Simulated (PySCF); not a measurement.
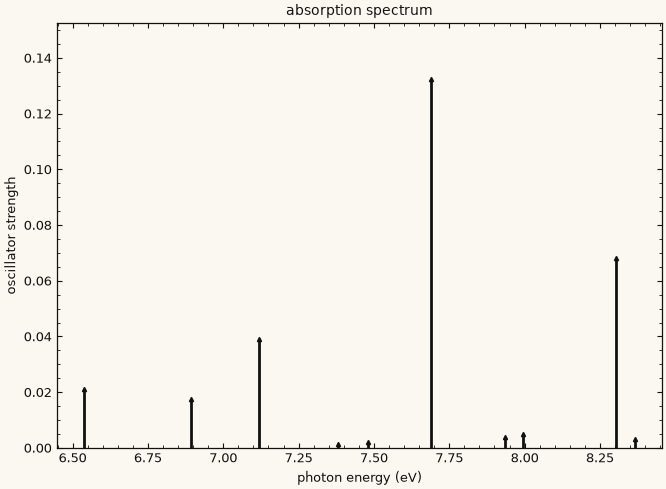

Vertical TDDFT excitations, CAM-B3LYP/def2-SVPD, PySCF, at a PBE0-D3(BJ)/def2-SVP geometry (no frequency check), gas phase. Only the first 10 singlet excitations are included.

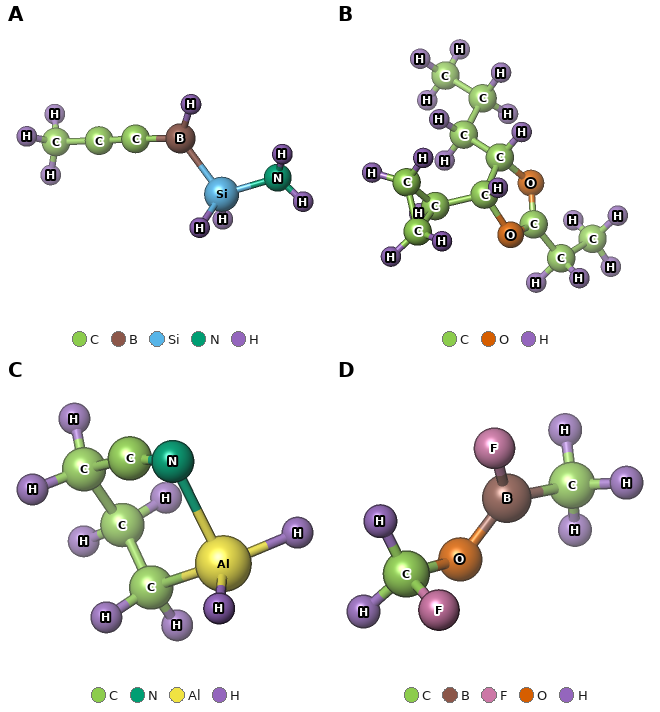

> Whose absorption spectrum is this? The candidates are drawn in the second picture. Charge and spin: A neutral singlet; B +1 singlet; C neutral singlet; D neutral singlet.

Structure B, C₁₁H₁₉O₂⁺, SMILES CCC[C@@H]1O[C+](CC)O[C@@H]1C1CC1. Its lowest singlet lies at 6.54 eV (f = 0.021) and the brightest of those computed is S6 at 7.69 eV (161 nm), f = 0.133, mainly HOMO−7 → LUMO (83 %).

Caveats: one conformer of a flexible molecule; core orbitals are frozen in the response.
